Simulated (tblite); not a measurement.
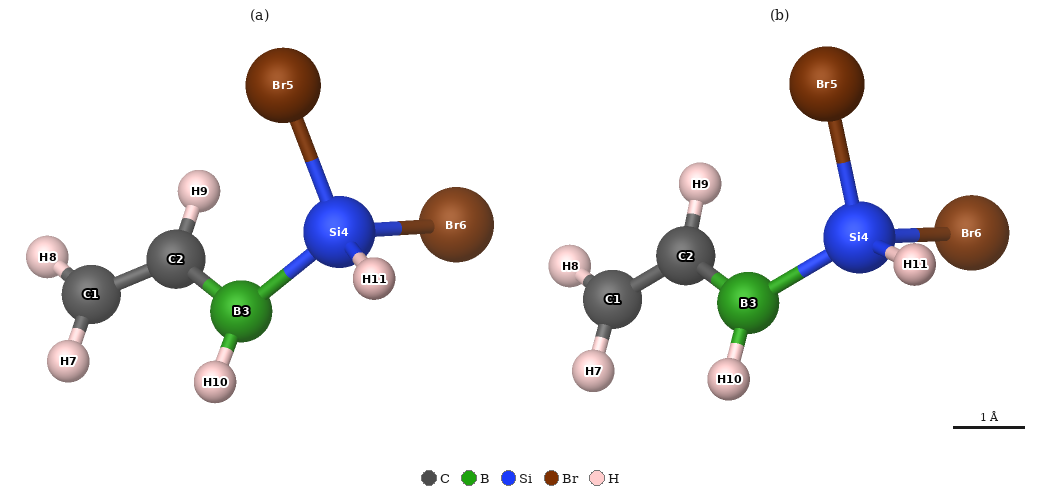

The structure of C2H5BBr2Si before (left) and after (right) a relaxation, at one scale.

A ball-and-stick model, seen at a tilt.

Method: tblite, GFN2-xTB geometry optimisation, gas phase. 

**What changed between the two?**

After 93 geometry steps the energy has fallen by 0.315 eV. The largest move after the best rigid fit is that of H9, 0.36 Å. Largest moves by element: H 0.36 Å, Br 0.35 Å, B 0.27 Å, C 0.18 Å, Si 0.08 Å. Among the contacts that change: C2–H9 1.113 → 1.087 Å, Si4–Br6 2.285 → 2.261 Å, C1–H7 1.091 → 1.079 Å, C2–B3 1.549 → 1.537 Å. Among the angles between lasting bonds that change: B3–Si4–H11 108.8° → 126.1°, Br5–Si4–H11 113.3° → 101.6°, Br6–Si4–H11 110.3° → 101.8°.
